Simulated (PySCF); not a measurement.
## C6H14Si3: NMR shielding calculation

The run: NMR shielding calculation of C6H14Si3. Method and program: GIAO PBE0/pcSseg-1 NMR shielding, non-relativistic, gas phase (PySCF 2.14.0).

The geometry comes from this level: GFN2-xTB. Figures and captions count atoms from 1; the log counts them from 0 in places.

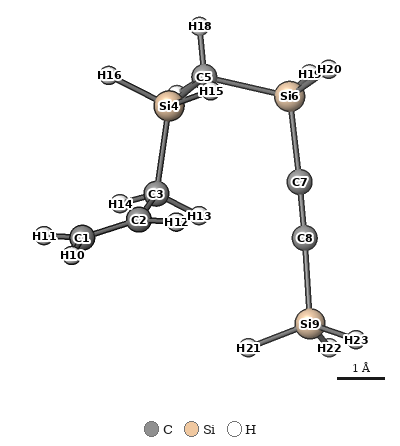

Figure 1. The structure as given in the input (ball-and-stick view, seen at a tilt; atoms are numbered from 1 in the order of the input).

## Input file
```
{"job": {"kind": "nmr", "xc": "PBE0", "basis": "pcSseg-1"}, "charge": 0, "multiplicity": 1}
C     -3.117330     1.905580     0.517753
C     -2.093853     1.368899    -0.122688
C     -1.143427     0.389159     0.459796
Si    -1.476491    -1.367792    -0.208546
C     -0.069547    -2.529729     0.329288
Si     1.595067    -2.319754    -0.572248
C      2.196972    -0.585066    -0.333824
C      2.558353     0.559819    -0.171482
Si     3.045214     2.325312     0.083064
H     -3.790582     2.600239     0.044990
H     -3.321844     1.672550     1.550039
H     -1.916670     1.619760    -1.160690
H     -0.121319     0.674703     0.208842
H     -1.231887     0.386969     1.546816
H     -1.570295    -1.345134    -1.674585
H     -2.759297    -1.845461     0.332147
H      0.093552    -2.421259     1.402184
H     -0.402485    -3.556858     0.179519
H      2.601023    -3.232624    -0.007288
H      1.434638    -2.561666    -2.012175
H      1.957323     2.991710     0.805248
H      4.283296     2.358605     0.865258
H      3.244838     2.939025    -1.232529
```

The first line tells a small driver script what to run in PySCF; the rest is the geometry in Å.

Hardware: 1 CPU thread, shared host.

Run as:
```bash
OMP_NUM_THREADS=1 python <driver script> task.json out
```

## What the program printed
```
coarse grid: 20072 points
cycle   1  E = -1104.6187878965  dE =  5.440e-01  |g| = 5.553e-01  |ddm| = 4.351e+00
cycle   2  E = -1104.6067043817  dE =  1.208e-02  |g| = 5.853e-01  |ddm| = 1.111e+00
cycle   3  E = -1104.6987699074  dE = -9.207e-02  |g| = 4.686e-02  |ddm| = 6.040e-01
cycle   4  E = -1104.6989385465  dE = -1.686e-04  |g| = 4.286e-02  |ddm| = 8.624e-02
cycle   5  E = -1104.6993726008  dE = -4.341e-04  |g| = 1.397e-02  |ddm| = 3.876e-02
cycle   6  E = -1104.6994209588  dE = -4.836e-05  |g| = 3.351e-03  |ddm| = 1.285e-02
cycle   7  E = -1104.6994238099  dE = -2.851e-06  |g| = 5.913e-04  |ddm| = 3.203e-03
final grid: 178240 points
cycle   8  E = -1104.7538462755  dE = -3.409e-05  |g| = 7.508e-03  |ddm| = 3.558e-02
cycle   9  E = -1104.7538431456  dE =  3.130e-06  |g| = 8.223e-03  |ddm| = 1.493e-02
cycle  10  E = -1104.7538613412  dE = -1.820e-05  |g| = 6.527e-04  |ddm| = 7.760e-03
cycle  11  E = -1104.7538614073  dE = -6.608e-08  |g| = 3.877e-04  |ddm| = 8.566e-04
cycle  12  E = -1104.7538614428  dE = -3.551e-08  |g| = 1.240e-04  |ddm| = 3.369e-04
cycle  13  E = -1104.7538614462  dE = -3.455e-09  |g| = 4.362e-05  |ddm| = 1.131e-04
cycle  14  E = -1104.7538614467  dE = -4.361e-10  |g| = 1.286e-05  |ddm| = 4.126e-05
```

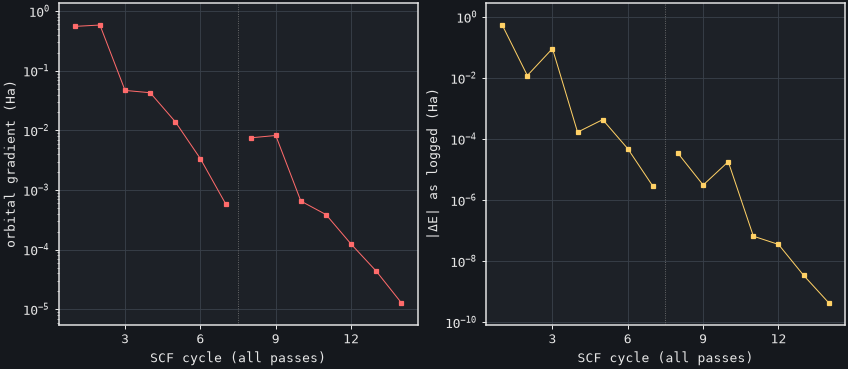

Figure 2. Convergence of the self-consistent field: orbital gradient and size of the energy change against the SCF cycle. The dotted line marks the change from a coarse to the final integration grid. The first 7 cycles use a coarse grid, the final grid takes over at cycle 8, and the field converges after 14 cycles in all.

```
converged SCF energy = -1104.7538614467

GIAO shielding tensors (ppm)
atom      isotropic    diamagn.    paramagn.     s11        s22        s33       span
  0 C       67.862     253.103    -185.241    -43.457     90.951    156.091    199.548
  1 C       43.400     257.487    -214.087    -80.021     49.431    160.789    240.811
  2 C      161.651     256.880     -95.228    143.610    153.033    188.311     44.701
  3 Si     386.597     883.002    -496.406    353.104    375.150    431.535     78.431
  4 C      194.793     259.287     -64.494    187.399    190.883    206.096     18.696
  5 Si     416.746     881.604    -464.858    396.137    398.430    455.672     59.534
  6 C       65.159     265.031    -199.872    -38.418    -26.581    260.476    298.894
  7 C       71.288     266.826    -195.538    -22.256    -19.338    255.458    277.714
  8 Si     448.527     882.379    -433.852    441.679    442.765    461.139     19.460
  9 H       26.581      28.609      -2.028     23.387     25.437     30.920      7.534
 10 H       26.422      31.961      -5.539     22.827     25.585     30.854      8.027
 11 H       25.540      33.460      -7.920     23.145     24.474     29.002      5.857
 12 H       28.779      39.110     -10.331     22.016     26.998     37.324     15.308
 13 H       29.866      36.467      -6.601     26.549     29.620     33.428      6.880
 14 H       27.539      32.023      -4.484     24.746     26.217     31.654      6.908
 15 H       27.459      30.998      -3.539     23.621     26.009     32.747      9.126
 16 H       31.671      34.102      -2.431     27.704     29.026     38.285     10.581
 17 H       32.034      29.411       2.623     26.378     28.818     40.907     14.529
 18 H       27.009      27.570      -0.560     23.018     25.138     32.871      9.854
 19 H       27.185      29.204      -2.019     24.116     25.198     32.240      8.124
 20 H       27.463      31.250      -3.787     23.589     27.285     31.516      7.927
 21 H       27.495      28.053      -0.558     23.910     25.635     32.939      9.030
 22 H       27.485      29.136      -1.650     24.095     25.763     32.597      8.502
```

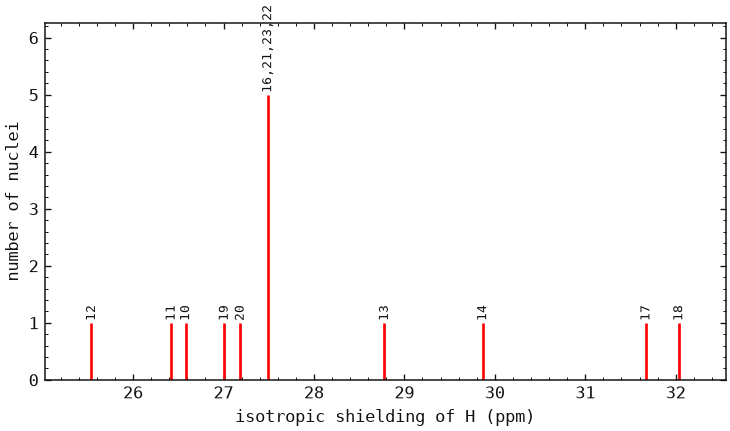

Figure 3. Isotropic shieldings of the hydrogen nuclei in this fixed geometry, labelled by atom number; shielding grows to the right, so chemical shift grows to the left. The least shielded is H12 (25.5 ppm), the most shielded H18 (32.0 ppm).

## Results in brief

- outcome: converged
- total energy: −1104.753861 hartree
- HOMO: −7.02 eV
- LUMO: −0.59 eV
- dipole moment: 0.64 D
- isotropic shielding, C: 43.4 to 194.8 ppm
- isotropic shielding, Si: 386.6 to 448.5 ppm
- isotropic shielding, H: 25.5 to 32.0 ppm
- wall time: 1.8 min
- peak memory: 1.2 GiB
